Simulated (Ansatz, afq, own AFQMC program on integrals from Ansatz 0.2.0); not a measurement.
**NHO (triplet): AFQMC on the coupled-cluster ladder at distance N1–O2 = 1.450 Å, cc-pVDZ**

Aim: compute NHO (triplet) with auxiliary-field quantum Monte Carlo on the same integrals as coupled cluster, and set the energies side by side.

Program: Ansatz 0.2.0, Gaussian basis, and an in-house AFQMC program (afq) on its integrals; all values are calculated. Level of theory: cc-pVDZ, frozen cores. These are calculated values, not measurements.

To be run: PBE (unrestricted); r2SCAN (unrestricted); PBE0 (unrestricted); B3LYP (unrestricted); wB97M-V (unrestricted); B2PLYP (unrestricted); CCSD(T) on UHF; CCSDT(Q) on UHF; Phaseless AFQMC, CISD trial on UHF; Phaseless AFQMC, single-determinant trial on UHF; Free-projection AFQMC, CISD trial on UHF.

1 further run of the same task is left out (it didn't finish).

## (1) The geometry

The geometry derives from a PBE0/def2-TZVP stationary point (not a proven minimum). One bond is set to the value named and the two fragments are kept rigid.

3 atoms, charge 0, spin multiplicity 3.

Atoms are counted from 1 here; the program's logs count them from 0.

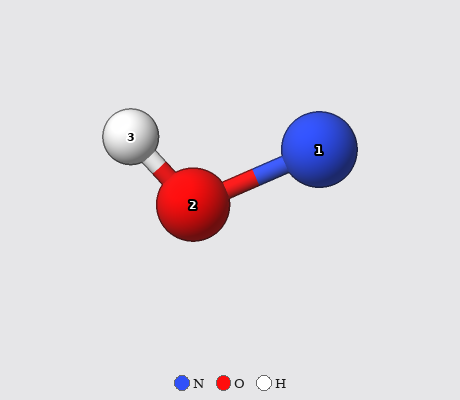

The geometry (nitrogen blue, oxygen red, hydrogen white); atoms are numbered from 1 in the order of the file.

Geometry (Å):

```xyz
3
charge 0, multiplicity 3
N     0.0000   -0.0683    0.8031
O     0.0000    0.1080   -0.6361
H     0.0000   -0.7651   -1.0624
```

## (2) PBE (unrestricted)

The input, in.yaml:

```yaml
crystal:
  periodic: [false, false, false]
  atoms:
    - {symbol: N, position_ang: [0.000000, -0.068345, 0.803092]}
    - {symbol: O, position_ang: [0.000000, 0.108033, -0.636140]}
    - {symbol: H, position_ang: [0.000000, -0.765089, -1.062371]}
basis:
  gaussian: {orbitals: cc-pVDZ}
magnetization: {spin_polarized: true, initial_magnetization: 2}
hamiltonian: {xc: {name: PBE}}
output: {orbitals: {seedname: orbitals}}
```

On the command line:

```
> ansatz run in.yaml --threads 1 --pin off --events-out ev --progress --plain --max-ram 1382MiB
```

Output:

```text
Functional definition: PBE
  name "PBE"
  cite "Perdew, Burke & Ernzerhof, Phys. Rev. Lett. 77, 3865 (1996) doi:10.1103/PhysRevLett.77.3865"
  parent pbe
  parameter kappa = 0.804
  parameter beta = 0.06672455060314922
  exchange = pbe_x(kappa = kappa, mu = beta*pi^2/3)
  correlation = pbe_c(beta = beta)
391 factors; their error is unknown
mean field evaluation 1: about -3544.1112 eV, gradient 2.1e1 eV
mean field evaluation 2: about -3539.0356 eV, gradient 4.3e1 eV
mean field evaluation 4: about -3545.6826 eV, gradient 1.1e0 eV
mean field evaluation 8: about -3545.6662 eV, gradient 1.9e-2 eV
mean field evaluation 16: about -3545.6662 eV, gradient 8.0e-6 eV
mean field -3545.66615872 eV, -130.3008279940 hartree, gradient 8.0e-6 eV, S^2 2.004102; 0 other end points of the search recorded, 0 dependent functions left out
reference -3545.66617082 eV, -130.3008284387 hartree; 9, 7 occupied and 24, 26 virtual orbitals, 391 factors
Total energy: -3545.66617082 eV, -130.3008284387 hartree
```

Wall time 0.42 s (1 thread of Arm Neoverse V2, shared host).

From the report: ⟨S²⟩ of the determinant 2.004 (pure triplet: 2.00).

## (3) r2SCAN (unrestricted)

in.yaml: that of step 2 with these lines changed.

```diff
@@ -9,3 +9,2 @@
 magnetization: {spin_polarized: true, initial_magnetization: 2}
-hamiltonian: {xc: {name: PBE}}
-output: {orbitals: {seedname: orbitals}}
+hamiltonian: {xc: {name: r2SCAN}}
```

Same command.

Output:

```text
Functional definition: r2SCAN
  name "r2SCAN"
  cite "Furness, Kaplan, Ning, Perdew & Sun, J. Phys. Chem. Lett. 11, 8208 (2020) doi:10.1021/acs.jpclett.0c02405"
  cite "Furness, Kaplan, Ning, Perdew & Sun, J. Phys. Chem. Lett. 11, 9248 (2020) doi:10.1021/acs.jpclett.0c03077"
  parent r2scan
  parameter k0 = 0.174
  parameter k1 = 0.065
  parameter a1 = 4.9479
  exchange = r2scan_x(k0 = k0, k1 = k1, a1 = a1)
  correlation = r2scan_c
391 factors; their error is unknown
mean field evaluation 1: about -3546.4707 eV, gradient 2.0e1 eV
mean field evaluation 2: about -3543.5808 eV, gradient 3.4e1 eV
mean field evaluation 4: about -3547.8059 eV, gradient 1.1e0 eV
mean field evaluation 8: about -3547.7898 eV, gradient 2.7e-2 eV
mean field -3547.78980894 eV, -130.3788707001 hartree, gradient 7.9e-5 eV, S^2 2.008272; 0 other end points of the search recorded, 0 dependent functions left out
reference -3547.78981292 eV, -130.3788708464 hartree; 9, 7 occupied and 24, 26 virtual orbitals, 391 factors
Total energy: -3547.78981292 eV, -130.3788708464 hartree
```

It took 0.96 s on 1 thread of Arm Neoverse V2, shared host.

From the report: ⟨S²⟩ of the determinant 2.008 (pure triplet: 2.00).

## (4) PBE0 (unrestricted)

in.yaml: that of step 3 with these lines changed.

```diff
@@ -9,2 +9,3 @@
 magnetization: {spin_polarized: true, initial_magnetization: 2}
-hamiltonian: {xc: {name: r2SCAN}}
+hamiltonian: {xc: {name: PBE0}}
+output: {orbitals: {seedname: orbitals}}
```

Same command.

Output:

```text
Functional definition: PBE0
  name "PBE0"
  cite "Adamo & Barone, J. Chem. Phys. 110, 6158 (1999) doi:10.1063/1.478522"
  cite "Perdew, Burke & Ernzerhof, Phys. Rev. Lett. 77, 3865 (1996) doi:10.1103/PhysRevLett.77.3865"
  parent pbe
  parameter a = 0.25
  parameter kappa = 0.804
  parameter beta = 0.06672455060314922
  exchange = (1 - a)*pbe_x(kappa = kappa, mu = beta*pi^2/3) + a*exact_x
  correlation = pbe_c(beta = beta)
313 factors; integrals over basis functions are off by at most 1.4e-3 eV
mean field evaluation 1: about -3544.4808 eV, gradient 1.8e1 eV
mean field evaluation 2: about -3543.3882 eV, gradient 2.5e1 eV
mean field evaluation 4: about -3545.5950 eV, gradient 8.6e-1 eV
mean field evaluation 8: about -3545.6015 eV, gradient 2.5e-2 eV
mean field evaluation 16: about -3545.6015 eV, gradient 2.8e-5 eV
mean field -3545.60153907 eV, -130.2984532658 hartree, gradient 2.8e-5 eV, S^2 2.006709; 0 other end points of the search recorded, 0 dependent functions left out
reference -3545.60154816 eV, -130.2984535998 hartree; 9, 7 occupied and 24, 26 virtual orbitals, 313 factors
Total energy: -3545.60154816 eV, -130.2984535998 hartree
```

Wall time 0.48 s (1 thread of Arm Neoverse V2, shared host).

From the report: ⟨S²⟩ of the determinant 2.007 (pure triplet: 2.00).

## (5) B3LYP (unrestricted)

in.yaml: that of step 4 with these lines changed.

```diff
@@ -9,3 +9,2 @@
 magnetization: {spin_polarized: true, initial_magnetization: 2}
-hamiltonian: {xc: {name: PBE0}}
-output: {orbitals: {seedname: orbitals}}
+hamiltonian: {xc: {name: B3LYP}}
```

Launched as before.

Output, shortened:

```text
Functional definition: B3LYP
  name "B3LYP"
  cite "Stephens, Devlin, Chabalowski & Frisch, J. Phys. Chem. 98, 11623 (1994) doi:10.1021/j100096a001"
  cite "Becke, Phys. Rev. A 38, 3098 (1988) doi:10.1103/PhysRevA.38.3098"
  cite "Lee, Yang & Parr, Phys. Rev. B 37, 785 (1988) doi:10.1103/PhysRevB.37.785"
  cite "Vosko, Wilk & Nusair, Can. J. Phys. 58, 1200 (1980) doi:10.1139/p80-159"
[...]
313 factors; integrals over basis functions are off by at most 1.4e-3 eV
[...]
mean field -3549.42392429 eV, -130.4389233318 hartree, gradient 2.1e-5 eV, S^2 2.005862; 0 other end points of the search recorded, 0 dependent functions left out
reference -3549.42402514 eV, -130.4389270377 hartree; 9, 7 occupied and 24, 26 virtual orbitals, 313 factors
Total energy: -3549.42402514 eV, -130.4389270377 hartree
```

It took 0.48 s on 1 thread of Arm Neoverse V2, shared host.

From the report: ⟨S²⟩ of the determinant 2.006 (pure triplet: 2.00).

## (6) wB97M-V (unrestricted)

in.yaml: that of step 5 with these lines changed.

```diff
@@ -9,2 +9,3 @@
 magnetization: {spin_polarized: true, initial_magnetization: 2}
-hamiltonian: {xc: {name: B3LYP}}
+hamiltonian: {xc: {name: wB97M-V}}
+output: {orbitals: {seedname: orbitals}}
```

The command is unchanged.

Output, shortened:

```text
Functional definition: wB97M-V
  name "wB97M-V"
  cite "Mardirossian & Head-Gordon, J. Chem. Phys. 144, 214110 (2016) doi:10.1063/1.4952647"
  cite "Becke, J. Chem. Phys. 107, 8554 (1997) doi:10.1063/1.475007"
  cite "Vydrov & Van Voorhis, J. Chem. Phys. 133, 244103 (2010) doi:10.1063/1.3521275"
  # Of w^i u^j: cxij and so on, Table III.
[...]
  gx(w, u) = 1 - cx + cx01*u + cx10*w
  gss(w, u) = css00 + css04*u^4 + css10*w + css20*w^2 + css43*w^4*u^3
  gos(w, u) = cos00 + cos10*w + (cos20 + cos21*u)*w^2 + (cos60 + cos61*u)*w^6
[...]
      + integral(e_c_pw_mod_opposite_spin*gos(b97_w_opposite, b97_u_opposite)) + vv10(b, c)
313 factors; integrals over basis functions are off by at most 1.4e-3 eV
75 factors; integrals over basis functions are off by at most 9.4e-6 eV
[...]
mean field -3548.25773879 eV, -130.3960668049 hartree, gradient 4.3e-5 eV, S^2 2.006723; 0 other end points of the search recorded, 0 dependent functions left out
reference -3548.25775502 eV, -130.3960674017 hartree; 9, 7 occupied and 24, 26 virtual orbitals, 313 factors
Total energy: -3548.25775502 eV, -130.3960674017 hartree
```

It took 1.8 s on 1 thread of Arm Neoverse V2, shared host.

From the report: ⟨S²⟩ of the determinant 2.007 (pure triplet: 2.00).

## (7) B2PLYP (unrestricted)

in.yaml: that of step 6 with these lines changed.

```diff
@@ -9,3 +9,3 @@
 magnetization: {spin_polarized: true, initial_magnetization: 2}
-hamiltonian: {xc: {name: wB97M-V}}
-output: {orbitals: {seedname: orbitals}}
+hamiltonian: {xc: {name: B2PLYP}}
+correlation: {electrons: outside_noble_gas}
```

Launched as before.

Output, shortened:

```text
Functional definition: B2PLYP
  name "B2PLYP"
  cite "Grimme, J. Chem. Phys. 124, 034108 (2006) doi:10.1063/1.2148954"
  cite "Becke, Phys. Rev. A 38, 3098 (1988) doi:10.1103/PhysRevA.38.3098"
  cite "Lee, Yang & Parr, Phys. Rev. B 37, 785 (1988) doi:10.1103/PhysRevB.37.785"
[...]
313 factors; integrals over basis functions are off by at most 1.4e-3 eV
[...]
mean field -3543.61566579 eV, -130.2254737688 hartree, gradient 5.2e-6 eV, S^2 2.010572; 0 other end points of the search recorded, 0 dependent functions left out
2 core orbitals not correlated: weight in the atoms' cores, before any rotation towards them, 1.000 or more for the frozen orbitals, at most 0.000 for the correlated occupied ones
reference -3543.61572952 eV, -130.2254761109 hartree; 7, 5 occupied and 24, 26 virtual orbitals, 313 factors
second order -10.09925031 eV of doubles, -0.00000000 eV of singles
Total energy: -3546.34252710 eV, -130.3256840738 hartree
```

It took 0.57 s on 1 thread of Arm Neoverse V2, shared host.

From the report: ⟨S²⟩ of the determinant 2.011 (pure triplet: 2.00).

## (8) CCSD(T) on UHF

in.yaml: that of step 7 with these lines changed.

```diff
@@ -9,3 +9,2 @@
 magnetization: {spin_polarized: true, initial_magnetization: 2}
-hamiltonian: {xc: {name: B2PLYP}}
-correlation: {electrons: outside_noble_gas}
+correlation: {method: ccsd_t, electrons: outside_noble_gas, hamiltonian_folder: ham}
```

Launched as before.

Output, shortened:

```text
Functional definition: HF
  name "HF"
  cite "Fock, Z. Phys. 61, 126 (1930) doi:10.1007/BF01340294"
  parent pbe
[...]
313 factors; integrals over basis functions are off by at most 1.4e-3 eV
[...]
mean field -3532.07636139 eV, -129.8014121536 hartree, gradient 6.8e-6 eV, S^2 2.023341; 0 other end points of the search recorded, 0 dependent functions left out
2 core orbitals not correlated: weight in the atoms' cores, before any rotation towards them, 1.000 or more for the frozen orbitals, at most 0.000 for the correlated occupied ones
reference -3532.07636139 eV, -129.8014121536 hartree; 7, 5 occupied and 24, 26 virtual orbitals, 313 factors
second order -8.01375527 eV of doubles, -0.00000000 eV of singles
cycle   1  -8.25096037 eV  change   -2.4e-1 eV  update   7.9e-2
[...]
cycle  11  -8.63115733 eV  change   -1.2e-5 eV  update   1.1e-5
perturbative correction -0.22562091 eV, -0.0082914155 hartree
Total energy: -3540.93313962 eV, -130.1268927505 hartree
```

Wall time 0.54 s (1 thread of Arm Neoverse V2, shared host).

From the report: ⟨S²⟩ of the determinant 2.023 (pure triplet: 2.00); correlation -8.8568 eV; T1 0.027; largest double amplitude 0.07.

This run also writes the integrals to the folder ham.

## (9) CCSDT(Q) on UHF

in.yaml: that of step 8 with these lines changed.

```diff
@@ -9,2 +9,2 @@
 magnetization: {spin_polarized: true, initial_magnetization: 2}
-correlation: {method: ccsd_t, electrons: outside_noble_gas, hamiltonian_folder: ham}
+correlation: {method: ccsdt_q, electrons: outside_noble_gas}
```

Same command.

Output, shortened:

```text
Functional definition: HF
  name "HF"
  cite "Fock, Z. Phys. 61, 126 (1930) doi:10.1007/BF01340294"
  parent pbe
[...]
570 factors; integrals over basis functions are off by at most 1.6e-7 eV
[...]
mean field -3532.07640252 eV, -129.8014136652 hartree, gradient 6.8e-6 eV, S^2 2.023341; 0 other end points of the search recorded, 0 dependent functions left out
2 core orbitals not correlated: weight in the atoms' cores, before any rotation towards them, 1.000 or more for the frozen orbitals, at most 0.000 for the correlated occupied ones
reference -3532.07640252 eV, -129.8014136652 hartree; 7, 5 occupied and 24, 26 virtual orbitals, 570 factors
second order -8.01377756 eV of doubles, -0.00000000 eV of singles
cycle   1  -8.25096410 eV  change   -2.4e-1 eV  update   8.7e-2
[...]
cycle  17  -8.88363158 eV  change   -2.8e-7 eV  update   7.9e-7
perturbative correction -0.02784535 eV, -0.0010232978 hartree
Total energy: -3540.98787945 eV, -130.1289044018 hartree
```

Wall time 12 s (1 thread of Arm Neoverse V2, shared host); peak memory 0.27 GiB.

From the report: ⟨S²⟩ of the determinant 2.023 (pure triplet: 2.00); correlation -8.9115 eV; T1 0.027; largest double amplitude 0.07.

## (10) Phaseless AFQMC, CISD trial on UHF

It reads the integrals that the CCSD(T) run on this determinant wrote.

On the command line:

```
> afq ham --method phaseless --trial cisd --walkers 60 --populations 1 --least-time 40 --time-step 0.005 --steps-per-block 50 --equilibration-blocks 28 --max-blocks 300 --target-error 0.00042 --factor-cut 1e-05 --start spin_pure --seed 3526 --release-times 0.24,0.51,0.99,1.62,2.4 --release-step 0.03 --release-every 4 --taylor-order 6
```

Output:

```text
orbitals 31  electrons 7 5  factors 227 of 313
reference energy -129.80141215 Eh
CCSD correlation -0.31718895 Eh in 13 cycles, weight of the determinant in the CISD state 0.8921
energy of the start -130.117740 Eh
 block  time / (1/Eh)  mean weight  energy / Eh
     1     0.250  0.9989  -130.114149
     2     0.500  0.9991  -130.115626
     3     0.750  1.0020  -130.118948
     4     1.000  1.0024  -130.122594
     5     1.250  0.9986  -130.126809
     6     1.500  1.0026  -130.120884
     7     1.750  1.0011  -130.125115
     8     2.000  0.9996  -130.125365
     9     2.250  0.9993  -130.125311
    10     2.500  1.0042  -130.134784
    17     4.250  0.9988  -130.124907
    25     6.250  0.9982  -130.133251
    33     8.250  0.9985  -130.124083
    41    10.250  0.9991  -130.134132
    49    12.250  1.0014  -130.120525
    57    14.250  1.0015  -130.127745
    65    16.250  1.0012  -130.132803
    73    18.250  0.9983  -130.133851
    81    20.250  0.9983  -130.122413
    89    22.250  1.0008  -130.126459
    97    24.250  1.0011  -130.124188
   105    26.250  1.0027  -130.134036
   113    28.250  0.9993  -130.123845
   121    30.250  1.0010  -130.126322
   129    32.250  1.0026  -130.139100
   137    34.250  0.9988  -130.121488
   145    36.250  1.0027  -130.127246
   153    38.250  0.9997  -130.132411
   161    40.250  0.9941  -130.135006
   169    42.250  0.9988  -130.126848
   177    44.250  1.0046  -130.117210
   185    46.250  1.0012  -130.130486
   193    48.250  0.9994  -130.120801
   201    50.250  0.9980  -130.121994
   209    52.250  0.9984  -130.128521
   217    54.250  0.9989  -130.134341
   225    56.250  1.0026  -130.137774
   233    58.250  0.9975  -130.119480
   241    60.250  0.9955  -130.124416
   249    62.250  0.9974  -130.126442
   257    64.250  1.0014  -130.123383
   265    66.250  1.0007  -130.125961
   273    68.250  1.0004  -130.124302
   281    70.250  0.9970  -130.121946
   289    72.250  1.0019  -130.133703
   297    74.250  1.0020  -130.127008
   305    76.250  0.9996  -130.120681
   313    78.250  1.0025  -130.123759
   321    80.250  0.9983  -130.129650
blocks merged  error / Eh  count
     1  0.000406  300
     2  0.000449  150
     4  0.000493  75
     8  0.000531  37
    16  0.000635  18
    32  0.000768  9
released: time / (1/Eh)  energy / Eh  error  mean overlap
  0.24  -130.128405  0.000608  0.9915
  0.51  -130.128077  0.000749  0.9979
  0.99  -130.129450  0.000658  0.9943
  1.62  -130.129529  0.000836  0.9772
  2.40  -130.129065  0.000919  0.9789
energy -130.127458 +/- 0.000635 Eh
```

Wall time 4.6 min (1 thread of Arm Neoverse V2, shared host).

Energy -3540.9485 ± 0.0173 eV. Caveats: constraint bias not in the error; error above the target. The error still grows with block length (0.0145 to 0.0209 eV), so the bar may be too small.

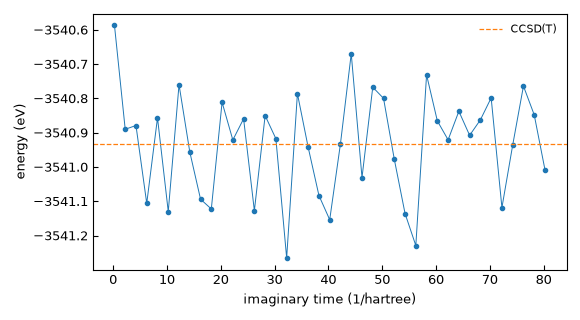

Block energies along the walk.

## (11) Phaseless AFQMC, single-determinant trial on UHF

It reads the integrals that the CCSD(T) run on this determinant wrote.

On the command line:

```
> afq ham --method phaseless --trial hf --walkers 120 --populations 1 --least-time 40 --time-step 0.005 --steps-per-block 20 --equilibration-blocks 112 --max-blocks 600 --target-error 0.00126 --factor-cut 1e-05 --start spin_pure --seed 8170 --taylor-order 6
```

Output:

```text
orbitals 31  electrons 7 5  factors 227 of 313
reference energy -129.80141215 Eh
CCSD correlation -0.31718895 Eh in 13 cycles, weight of the determinant in the CISD state 0.8921
energy of the start -129.802147 Eh
 block  time / (1/Eh)  mean weight  energy / Eh
     1     0.100  1.0002  -129.894426
     2     0.200  1.0025  -129.974004
     3     0.300  1.0018  -130.022878
     4     0.400  1.0011  -130.038237
     5     0.500  1.0014  -130.057544
     6     0.600  1.0026  -130.079839
     7     0.700  1.0028  -130.065253
     8     0.800  1.0003  -130.098516
     9     0.900  1.0019  -130.153488
    10     1.000  0.9990  -130.117379
    18     1.800  0.9995  -130.153915
    35     3.500  0.9991  -130.141348
    52     5.200  1.0015  -130.130695
    69     6.900  0.9957  -130.108469
    86     8.600  1.0013  -130.135110
   103    10.300  0.9979  -130.195535
   120    12.000  0.9975  -130.108664
   137    13.700  1.0011  -130.184116
   154    15.400  1.0008  -130.140579
   171    17.100  1.0013  -130.145817
   188    18.800  0.9981  -130.178511
   205    20.500  0.9989  -130.081396
   222    22.200  1.0021  -130.174212
   239    23.900  1.0003  -130.094983
   256    25.600  1.0011  -130.107700
   273    27.300  0.9984  -130.072487
   290    29.000  0.9983  -130.141100
   307    30.700  1.0050  -130.149486
   324    32.400  1.0053  -130.209582
   341    34.100  1.0000  -130.083364
   358    35.800  0.9982  -130.107935
   375    37.500  1.0011  -130.119742
   392    39.200  0.9991  -130.115564
   409    40.900  1.0017  -130.207153
   426    42.600  0.9984  -130.160291
   443    44.300  1.0013  -130.099677
   460    46.000  0.9985  -130.130481
   477    47.700  1.0002  -130.130393
   494    49.400  0.9986  -130.124343
   511    51.100  1.0031  -130.117126
   528    52.800  0.9998  -130.099207
   545    54.500  1.0011  -130.083243
   562    56.200  0.9997  -130.093924
   579    57.900  1.0028  -130.127540
   596    59.600  1.0016  -130.201931
   613    61.300  0.9999  -130.101606
   630    63.000  1.0012  -130.109449
   647    64.700  1.0023  -130.174621
   664    66.400  1.0001  -130.159765
   681    68.100  0.9989  -130.155669
   698    69.800  1.0022  -130.127259
blocks merged  error / Eh  count
     1  0.001271  600
     2  0.001657  300
     4  0.002122  150
     8  0.002709  75
    16  0.002991  37
    32  0.003474  18
    64  0.004131  9
energy -130.130626 +/- 0.003474 Eh
```

It took 3 min on 1 thread of Arm Neoverse V2, shared host.

Energy -3541.0347 ± 0.0945 eV. Caveats: constraint bias not in the error; error above the target.

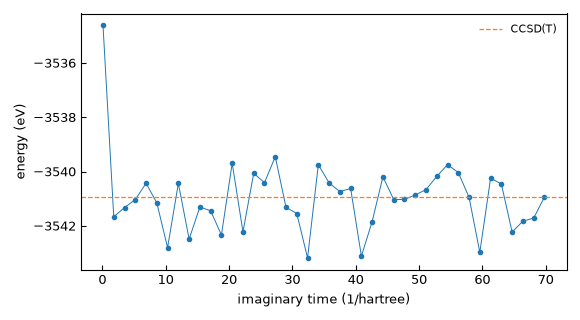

Block energies along the walk.

## (12) Free-projection AFQMC, CISD trial on UHF

It reads the integrals that the CCSD(T) run on this determinant wrote.

On the command line:

```
> afq ham --method free --trial cisd --walkers 60 --time-step 0.03 --max-blocks 80 --target-error 0.00042 --factor-cut 1e-05 --seed 3672 --times 0,0.21,0.42,0.81,1.2,1.8,2.4,3 --taylor-order 8
```

Output:

```text
orbitals 31  electrons 7 5  factors 227 of 313
reference energy -129.80141215 Eh
CCSD correlation -0.31718895 Eh in 13 cycles, weight of the determinant in the CISD state 0.8921
repeat  energy at the last time / Eh  error
    10  -130.136024  0.006374
    20  -130.134501  0.003356
    30  -130.132672  0.002493
    40  -130.132884  0.002054
    50  -130.132772  0.001696
    60  -130.132252  0.001620
    70  -130.131249  0.001416
    80  -130.130856  0.001262
time / (1/Eh)  energy / Eh  error  mean overlap
  0.00  -130.118823  0.000281  1.1220
  0.21  -130.124235  0.000322  1.1299
  0.42  -130.127118  0.000321  1.1185
  0.81  -130.128046  0.000413  1.1094
  1.20  -130.128684  0.000400  1.1143
  1.80  -130.128215  0.000516  1.1329
  2.40  -130.129722  0.000729  1.1023
  3.00  -130.130856  0.001262  1.0919
energy -130.130856 +/- 0.001262 Eh
```

Wall time 2.4 min (1 thread of Arm Neoverse V2, shared host).

Energy -3541.0410 ± 0.0343 eV. The run doesn't count as converged. Caveats: remainder of the start not in the error; error above the target.

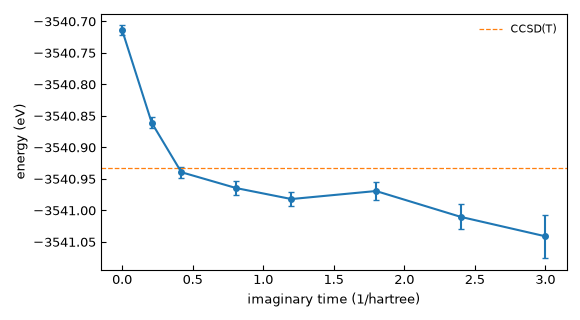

Energy against projection time, with error bars.

## (13) All levels side by side

On the UHF determinant, counted from CCSDT(Q) (a yardstick, not exact):

```csv
level,energy (eV),from CCSDT(Q) (kcal/mol),statistical error (kcal/mol),time
HF,-3532.0764,+205.50,,
MP2,-3540.0901,+20.70,,
CCSD,-3540.7075,+6.47,,
CCSD(T),-3540.9331,+1.26,,
CCSDT(Q),-3540.9879,0.00,,
"Phaseless AFQMC, CISD trial, step 0.005, 60 walkers",-3540.9485,+0.91,0.40,4.6 min
"Phaseless AFQMC, single-determinant trial, step 0.005, 120 walkers",-3541.0347,-1.08,2.18,3 min
```

The functionals' totals stand on their own zeros and serve differences with other points: PBE -3545.666 eV; r2SCAN -3547.790 eV; PBE0 -3545.602 eV; B3LYP -3549.424 eV; wB97M-V -3548.258 eV; B2PLYP -3546.343 eV.

## (14) Summary of results

```
                                                      quantity                  value
                                  CCSD(T) on UHF from CCSDT(Q)         +1.26 kcal/mol
              Phaseless AFQMC, CISD trial on UHF from CCSDT(Q)  +0.91 ± 0.40 kcal/mol
Phaseless AFQMC, single-determinant trial on UHF from CCSDT(Q)  -1.08 ± 2.18 kcal/mol
```

On UHF the phaseless walk with the CISD trial lies +0.91 kcal/mol from CCSDT(Q), within three error bars. Error bars are statistical and leave out the constraint, the time step and what remains of the start.
